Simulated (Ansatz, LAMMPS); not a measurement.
# Elastic response of glassy 60SiO2-7Al2O3-17Li2O-17SrO (mol %) (89 atoms), part 4 of 4

Aim: relax glassy 60SiO2-7Al2O3-17Li2O-17SrO (mol %) (89 atoms), then change its volume and shape to read moduli from the stress.

Ansatz 0.2.0; Kohn-Sham DFT, r2SCAN, PAW (set soft_2), plane waves.

The cell: 18 Si, 4 Al, 10 Li, 5 Sr and 52 O. The quench rate of 50 K/ps is many orders above laboratory rates. The starting topology of bonds comes from the classical model. Only the Γ point is sampled.

So far. Step 11 (Compressed by 1 % along x): The relaxation converged after 5 steps, 0.0750 eV below its start, with a largest force component of 0.039 eV/Å. Step 11 (Compressed by 1 % along x): Compressed by 1 % along x: the energy stands 0.0326 eV above that of the reference, at a pressure of 0.595 GPa.

## (12) Sheared by 2 % in xy

A shear of the relaxed cell gives the modulus that volume changes can't reach.

input.yaml

```yaml
crystal:
  lattice:
    - [10.4613, 0.05496, -0.11372]
    - [0.05639, 10.60431, -0.00657]
    - [-0.11379, -0.00771, 10.1279]
  atoms:
    [... the 89 atom lines of step 4 ...]
kpoints:
  mp_grid: { grid: [1, 1, 1] }
hamiltonian:
  xc: r2scan
scf:
  occupations: { method: fixed }
output:
  forces: true
  eigenvalues: true
  stress: true
relax:
  f_tol: 0.05
  max_steps: 70
```

Command:

```bash
$ ansatz run input.yaml --threads 4 --pin off --max-ram 8192MiB --backend cpu --events-out ev --progress --plain --runs-dir out
```

Numbers of over 12 decimals in the logs are rounded to 6 here.

Log:

```text
[...]
Crystal: 89 atoms, lattice volume = 1123.368 Å³
Basis set: ecut = 500 eV, 28537 PW (Γ), exchange–correlation on 320×320×300 points (64 copies of the dense FFT grid, shifted against one another)
Bands: 327, of which v1, the nominal top of the filled ones, is band 238 counted from 1 (237 counted from 0)
Symmetry: 1 space group operations
[...]
k-points: 1
[...]
SCF iter   1: F=—  HF=-63180.300040 eV  |F-HF|=—  |Δ(HF+E_count)|=         —  Δρ=7.41e-3  dr2=6.74e-1  dr2_τ=6.04e0  ethr=1.77e-3  ⟨swp⟩=6.0  Hψ=1270  notcnv=0  defer=87
[...]
SCF iter   6: F=-63182.833402 eV  HF=-63182.833414 eV  |F-HF|=1.17e-5  |Δ(HF+E_count)|=   6.67e-5  Δρ=5.05e-5  dr2=2.50e-5  dr2_τ=3.02e-6  ethr=1.31e-8  ⟨swp⟩=17.0  Hψ=2561  notcnv=0
SCF 1 converged in 6 iterations: F = -63182.833402 eV  dr2 = 2.50e-5
[...]
relax step   1: F+E_penalty+E_count = -63182.83340237 eV  Δ(F+E_penalty+E_count) = +0.000e0 eV  max|allowed force component| = 5.766e-1 eV/Å  Δτ_max = 0.0000 Å  (6 SCF iters, dr2 threshold 6.25e-5 eV, accepted)
[...]
relax step   2: F+E_penalty+E_count = -63182.90124551 eV  Δ(F+E_penalty+E_count) = -6.784e-2 eV  max|allowed force component| = 3.702e-1 eV/Å  Δτ_max = 0.0305 Å  (5 SCF iters, dr2 threshold 2.08e-5 eV, accepted)
[...]
relax step   3: F+E_penalty+E_count = -63182.93342606 eV  Δ(F+E_penalty+E_count) = -3.218e-2 eV  max|allowed force component| = 8.704e-2 eV/Å  Δτ_max = 0.0340 Å  (6 SCF iters, dr2 threshold 8.57e-6 eV, accepted)
relax step   4: F+E_penalty+E_count = -63182.84866984 eV  Δ(F+E_penalty+E_count) = +8.476e-2 eV  max|allowed force component| = 3.530e-1 eV/Å  Δτ_max = 0.1484 Å  (9 SCF iters, rejected (line search))
relax step   5: F+E_penalty+E_count = -63182.94130381 eV  Δ(F+E_penalty+E_count) = -7.878e-3 eV  max|allowed force component| = 5.000e-2 eV/Å  Δτ_max = 0.0341 Å  (9 SCF iters, accepted)
relax step   6: F+E_penalty+E_count = -63182.93410417 eV  Δ(F+E_penalty+E_count) = +7.200e-3 eV  max|allowed force component| = 1.013e-1 eV/Å  Δτ_max = 0.1000 Å  (8 SCF iters, rejected (line search))
[...]
relax step   7: F+E_penalty+E_count = -63182.94443361 eV  Δ(F+E_penalty+E_count) = -3.130e-3 eV  max|allowed force component| = 3.143e-2 eV/Å  Δτ_max = 0.0476 Å  (8 SCF iters, accepted)
[...]
SCF iter   2: F=-63182.944434 eV  HF=-63182.944434 eV  |F-HF|=6.14e-9  |Δ(HF+E_count)|=   4.27e-9  Δρ=6.57e-7  dr2=6.60e-9  dr2_τ=5.98e-10  ethr=5.77e-12  ⟨swp⟩=3.0  Hψ=776  notcnv=0
SCF 8 converged in 2 iterations: F = -63182.944434 eV  dr2 = 6.60e-9
SCF converged after 2 iterations
Free energy (F): -63182.944434 eV
[...]
Internal energy: -63182.944434 eV  (E = F + TS)
E sigma→0 (E₀):  -63182.944434 eV
Fermi energy:    3.836542 eV
[...]
--- Forces (eV/Å), atoms counted from 1 ---
  atom   1  Si     0.00925391     0.01797054    -0.00756529
  atom   2  Si     0.00569451     0.01526469    -0.01123179
  atom   3  Si    -0.01675387    -0.00197912     0.00881998
  atom   4  Si    -0.00264680     0.00838544     0.00451292
  atom   5  Si     0.01698046     0.00417712    -0.02546338
  atom   6  Si    -0.00848741     0.00014044     0.00555171
  atom   7  Si    -0.00688598     0.00000186    -0.00230827
  atom   8  Si    -0.00041359    -0.01709387     0.00210869
  atom   9  Si    -0.00873679     0.00620459     0.00795511
  atom  10  Si    -0.01224457    -0.01299184     0.01028998
  atom  11  Si    -0.00228076     0.00152669     0.01685914
  atom  12  Si     0.01331338    -0.00308918    -0.00609072
  atom  13  Si    -0.00548687    -0.00525274    -0.00062757
  atom  14  Si     0.00695878     0.01086558     0.01909101
[...]
atom  88  O      0.00426953     0.00547159    -0.00187734
  atom  89  O      0.00109270    -0.00458794    -0.00242721
  max |Σ_I F_I| component: 4.50e-4 eV/Å
--- Stress (GPa, compression-positive) ---
       -0.018691      -0.733979       0.054195
       -0.733978      -0.125556       0.039080
        0.054206       0.039058      -0.073266
  P = ⅓ Tr σ = -0.0725 GPa (-0.725 kbar)
--- Band table (eV) ---
[...]
--- Relaxed structure (7 steps of the walk, 5 accepted, 0 SCFs on fresh bases) ---
  F+E_penalty+E_count = -63182.94443361 eV   max|allowed force component| = 3.143e-2 eV/Å
  atoms:
    - { symbol: Si, position: [0.571217, 0.812570, 0.371013] }
    - { symbol: Si, position: [0.211386, 0.097437, 0.530962] }
    - { symbol: Si, position: [0.739578, 0.019974, 0.987366] }
    - { symbol: Si, position: [0.999867, 0.935655, 0.095998] }
[...]
- { symbol: O, position: [0.653620, 0.940739, 0.340034] }
```

The job ended after 2.6 min (4 threads of Intel Xeon Platinum 8375C at 2.90GHz (Ice Lake), shared host; peak memory 3 GiB).

The relaxation converged after 7 steps, 0.111 eV below its start, with a largest force component of 0.031 eV/Å.

Sheared by 2 % in xy: the energy stands 0.0481 eV above that of the reference, at a pressure of -0.0725 GPa.

## (13) Pressure against volume

Atoms are relaxed at each volume, in the scaled cell.

| volume change (%) | volume (Å³/atom) | energy change (meV/atom) | pressure (GPa) | largest move on relaxing (Å) | bonds | gap (eV) |
| --- | --- | --- | --- | --- | --- | --- |
| -10 | 11.361 | 24.88 | 7.01 | 0.71 | 165 | 4.96 |
| -6 | 11.866 | 8.21 | 3.68 | 0.50 | 162 | 4.83 |
| -3 | 12.245 | 1.93 | 1.70 | 0.26 | 157 | 4.72 |
| +0 | 12.623 | 0.00 | 0.00 | - | 157 | 4.62 |
| +3 | 13.002 | 1.63 | -1.43 | 0.24 | 155 | 4.52 |
| +6 | 13.381 | 6.26 | -2.66 | 0.49 | 153 | 4.43 |

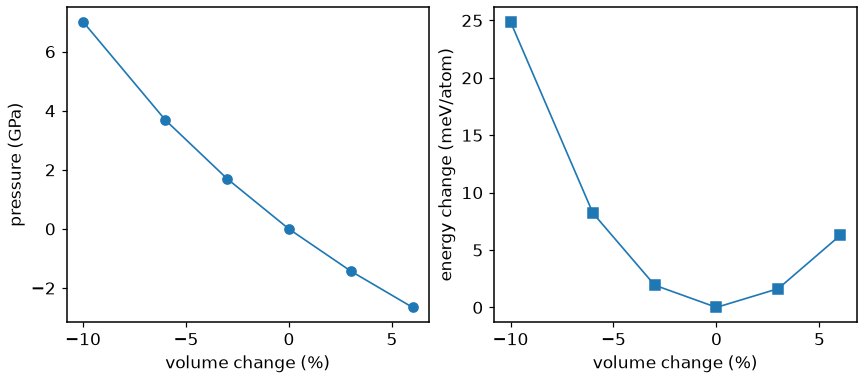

Pressure and energy against volume.

## (14) Uniaxial strain and shear

Stress (GPa, compression positive) less that of the relaxed cell, atoms relaxed:

| strain | xx | yy | zz | xy | energy change (meV/atom) |
| --- | --- | --- | --- | --- | --- |
| stretched by 1 % along x | -0.893 | -0.393 | -0.309 | -0.001 | 0.35 |
| compressed by 1 % along x | 0.980 | 0.439 | 0.379 | 0.012 | 0.37 |
| sheared by 2 % in xy | -0.007 | -0.124 | -0.073 | -0.738 | 0.54 |

## (15) Findings

The bulk modulus, from the slope of pressure against ln V over the three points nearest the relaxed volume, is 52.1 GPa; a quadratic over all points gives a pressure derivative of about 5.1. The count of bonds runs from 153 to 165 over the series, so at some points contacts cross the cutoffs. At -10 % and -6 % some atom moved by over 0.5 Å on relaxing, so those points may sit in another local minimum. The gap goes from 4.96 eV at the smallest volume to 4.43 eV at the largest, -3.3 eV per unit of ln V by a straight line, on the run's k-points. In the Cartesian axes of the cell, finite differences give C11 = 93.6, C12 = 41.6, C13 = 34.4 and C66 = 36.9 GPa (the shear of 2 % is the engineering strain, εxy = 0.01). The mean of C11, C12 and C13, which equals the bulk modulus in a cubic or isotropic solid, is 56.5 GPa: it agrees with the bulk modulus within 10 %. For an isotropic solid C66 would equal (C11 − C12)/2 = 26.0 GPa; so small a sample needn't be isotropic, and C66 rests on one shear. The two differ too much for isotropic moduli to be formed.

Caveats: Strains are finite and relaxations stop at the force tolerance of the input, which can leave moduli too stiff; they are those of a static cell at zero temperature. Volumes are changed with the cell's shape held, so in an anisotropic solid the modulus lies over the one under free hydrostatic load. The program notes that the SCF threshold of the relaxations is loose for the stress.

The DFT runs together took 32 min of wall time.

[Logs are printed without paths, hosts, clocks, repeated set-up lines and the standing remarks that a program may print on its own settings, such as how far it seeks lower states.]

[Hosts, paths, dates, database ids (printed as entryN), source tags and the programs' standing remarks are cut or masked in the printed files.]
